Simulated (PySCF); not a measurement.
# C$_{2}$H$_{10}$NO$_{2}$Si$_{2}$: EPR calculation

The run: EPR calculation of C$_{2}$H$_{10}$NO$_{2}$Si$_{2}$, multiplicity 2. Method and program: UKS B3LYP, pcH-1 on C H N O Si, non-relativistic, mean-field spin-orbit, GIAO (PySCF 2.14.0).

It belongs to a series of runs on one base structure; here: H removed from O.

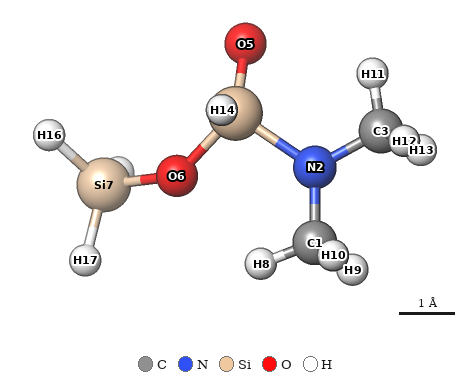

**Figure 1.** The structure (ball-and-stick view, seen at a tilt; atoms are numbered from 1 in the order of the input). Bond lengths as drawn: C–H 1.08 to 1.10 Å, C–N 1.41 to 1.42 Å, H–Si 1.46 to 1.49 Å, N–Si 1.79 Å and O–Si 1.52 to 1.64 Å.

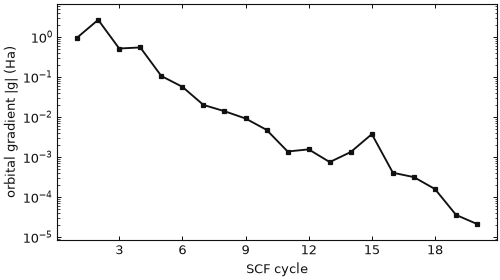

**Figure 2.** Convergence of the self-consistent field: orbital gradient |g| against the SCF cycle. All cycles printed in the log are drawn one after another.

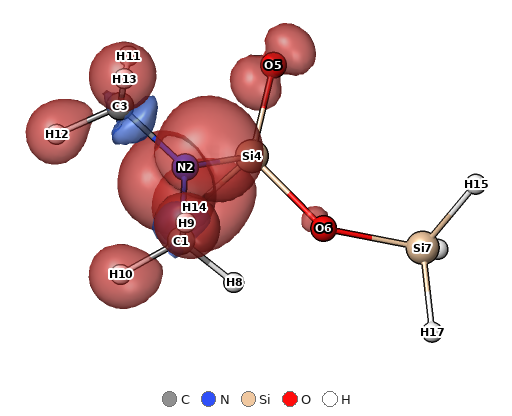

**Figure 3.** Isosurfaces of the spin density (α minus β) at +0.02 (red) and −0.02 e/Å³ (blue), seen at an oblique angle. The unpaired spin (1 electron) lies mostly on N2 (about 0.6) and H14 (about 0.1), in electrons by Hirshfeld's partition.

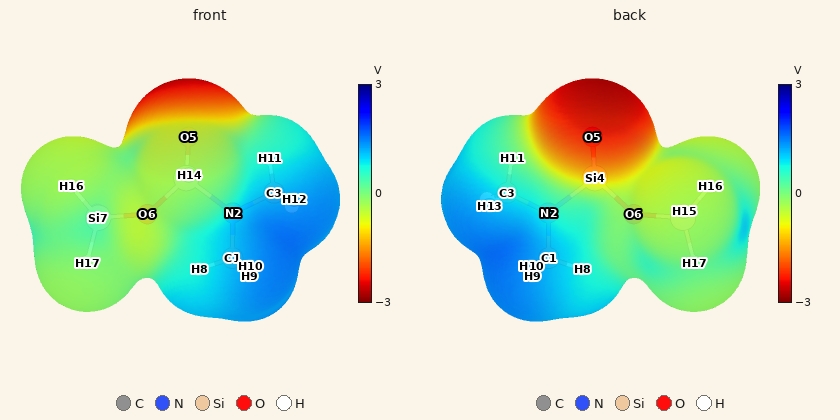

**Figure 4.** The molecular electrostatic potential painted on the density surface at 0.001 e/bohr³, seen face on and from behind; the colour scale runs from red (negative) to blue (positive).

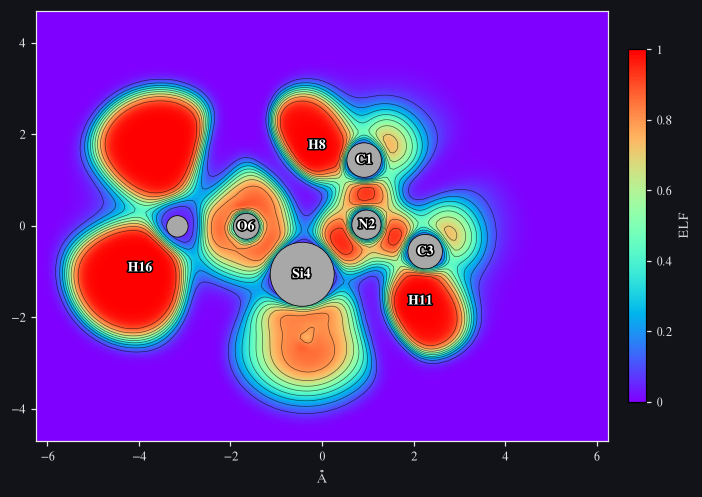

**Figure 5.** ELF on the plane of atoms N2, C3 and H11. Grey discs, where drawn, cover atomic cores. Atoms in the plane: C, N, Si, O and H. C–H (1.08 Å): the ELF climbs to about 1 towards the hydrogen, as it does in any bond to H; a covalent bond by its length. Si–O (1.64 Å): the ELF peaks at about 0.85 between the atoms (a shared but strongly polarised pair).

The input and output of the run follow.

The input:
```
{"job": {"kind": "epr", "basis": "pcH-1"}, "charge": 0, "multiplicity": 2}
C     -1.201335     1.206839    -0.543541
N     -1.067328    -0.146765    -0.151747
C     -2.240010    -0.933871    -0.185456
Si     0.355225    -0.822837     0.696090
O      0.553803    -2.320074     0.530261
O      1.485221     0.287935     0.284473
Si     3.073230     0.389471     0.036674
H     -0.238110     1.700991    -0.452177
H     -1.537112     1.260862    -1.586108
H     -1.951026     1.733822     0.060441
H     -2.009416    -1.919143     0.205972
H     -3.058262    -0.481043     0.386840
H     -2.588766    -1.038537    -1.219536
H     -0.056294    -0.278207     2.019064
H      3.454422    -0.405085    -1.127186
H      3.781246    -0.048979     1.237766
H      3.237513     1.826652    -0.201742
```

The first line tells a small driver script what to run in PySCF; the rest is the geometry in Å.

Launched with:
```bash
OMP_NUM_THREADS=1 python <driver script> task.json out
```

The program's output:
```
UKS, coarse grid
  cycle   1  E = -866.16791713  |g| = 9.63e-01
  cycle   2  E = -862.47856244  |g| = 2.68e+00
  cycle   3  E = -866.39284217  |g| = 5.15e-01
  cycle   4  E = -866.38211327  |g| = 5.48e-01
  cycle   5  E = -866.50464250  |g| = 1.06e-01
  cycle   6  E = -866.50829483  |g| = 5.69e-02
  cycle   7  E = -866.50962043  |g| = 2.01e-02
  cycle   8  E = -866.50979739  |g| = 1.40e-02
  cycle   9  E = -866.50991837  |g| = 9.21e-03
  cycle  10  E = -866.50998613  |g| = 4.79e-03
  cycle  11  E = -866.51001836  |g| = 1.38e-03
  cycle  12  E = -866.51002498  |g| = 1.56e-03
  cycle  13  E = -866.51003046  |g| = 7.51e-04
UKS, final grid
  cycle   1  E = -866.50996857  |g| = 1.34e-03
  cycle   2  E = -866.50996448  |g| = 3.75e-03
  cycle   3  E = -866.50997015  |g| = 4.07e-04
  cycle   4  E = -866.50997032  |g| = 3.16e-04
  cycle   5  E = -866.50997126  |g| = 1.59e-04
  cycle   6  E = -866.50997142  |g| = 3.60e-05
  cycle   7  E = -866.50997142  |g| = 2.13e-05
E = -866.50997142 Eh   <S^2> = 0.7548 (exact 0.7500)
g shifts (ppm)      1          2          3
  rmc          -198       -198       -198
  gc             22         31         35
  oz_so        -101       2616       5298
  total        -276       2449       5136
hyperfine (MHz)  atom isotope    a_iso     a_fc   dipolar eigenvalues
    0   13C     -27.35     -27.42     -3.70      1.37      2.33
    1   14N      31.64      31.41    -36.50    -36.32     72.82
    2   13C     -28.51     -28.55     -3.94      1.74      2.20
    3  29Si      55.58      55.57     -6.02      2.21      3.81
    4   17O       2.00       3.14    -16.24      7.54      8.70
    5   17O      -5.27      -5.23     -2.47      0.82      1.66
    6  29Si       0.58       0.58     -0.52      0.24      0.28
    7    1H       1.17       1.13     -4.67     -4.04      8.71
    8    1H     117.64     117.63     -5.77     -3.11      8.88
    9    1H     113.89     113.88     -5.04     -3.28      8.32
   10    1H       2.46       2.45     -4.41     -4.23      8.64
   11    1H     102.90     102.89     -5.25     -3.14      8.39
   12    1H     137.82     137.81     -5.74     -3.16      8.91
   13    1H     245.30     245.32     -4.89      1.12      3.77
   14    1H       0.07       0.07     -0.69     -0.66      1.35
   15    1H      -0.15      -0.15     -0.65     -0.58      1.23
   16    1H       0.77       0.77     -0.64     -0.59      1.24
```

Key numbers:

```csv
quantity,value
outcome,converged
total energy,−866.509971 hartree
⟨S²⟩,0.755
isotropic g,2.0048
hardware,"1 CPU thread, shared host"
wall time,1.7 min
peak memory,0.98 GiB
```
